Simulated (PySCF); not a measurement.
```yaml
atoms:
  - { symbol: Hf, position_ang: [0.0000, 0.0000, 0.0000] }
  - { symbol: N, position_ang: [0.0000, 0.0000, 2.3146] }
  - { symbol: N, position_ang: [0.0000, 0.0000, 3.4390] }
  - { symbol: N, position_ang: [0.0000, 0.0000, -2.3146] }
  - { symbol: N, position_ang: [0.0000, 0.0000, -3.4390] }
  - { symbol: N, position_ang: [2.3146, 0.0000, 0.0000] }
  - { symbol: N, position_ang: [3.4390, 0.0000, 0.0000] }
  - { symbol: N, position_ang: [0.0000, 2.3146, 0.0000] }
  - { symbol: N, position_ang: [0.0000, 3.4390, 0.0000] }
  - { symbol: N, position_ang: [-2.3146, 0.0000, 0.0000] }
  - { symbol: N, position_ang: [-3.4390, 0.0000, 0.0000] }
  - { symbol: N, position_ang: [0.0000, -2.3146, 0.0000] }
  - { symbol: N, position_ang: [0.0000, -3.4390, 0.0000] }
```

Core potentials replace the inner electrons of Hf.

Level of theory: RKS BP86, Hf def2-SVP with ECP60, N def2-SVP; non-relativistic Hamiltonian with scalar-relativistic core potentials where named; density fitting in PySCF.

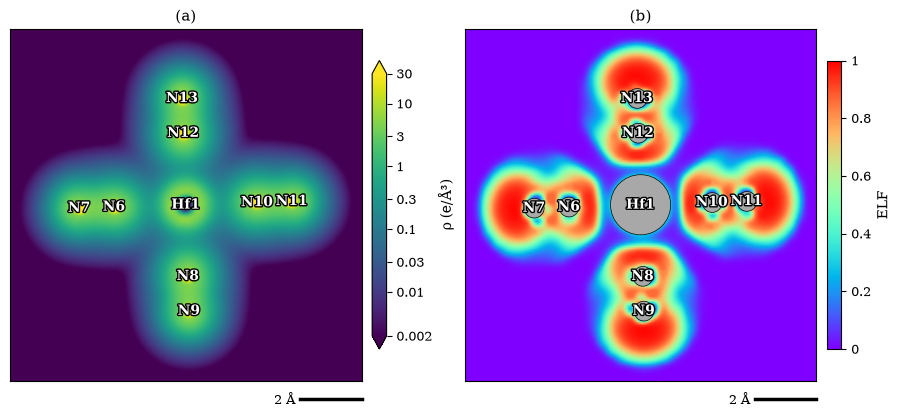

HfN$_{12}$ (charge +4). (a) electron density; (b) electron localisation function on the plane of atoms N6, Hf1 and N8. Grey discs cover the atomic cores in the ELF map.

Question: Read the bonding off the picture.

Answer: Atoms in the plane: Hf and N. N–N (1.12 Å): ρ at the midpoint is about 4.2 e/Å³; the ELF peaks at about 0.80 between the atoms (a short, multiple covalent bond). Hf–N (2.31 Å): ρ is about 0.42 e/Å³ halfway; the ELF peaks at about 0.95 in the valence shell of N, 0.7 Å from its nucleus, and is about 0.25 at the midpoint. The ELF also peaks beside N9, N7, N11 and N13, away from the bonds: lone-pair regions.
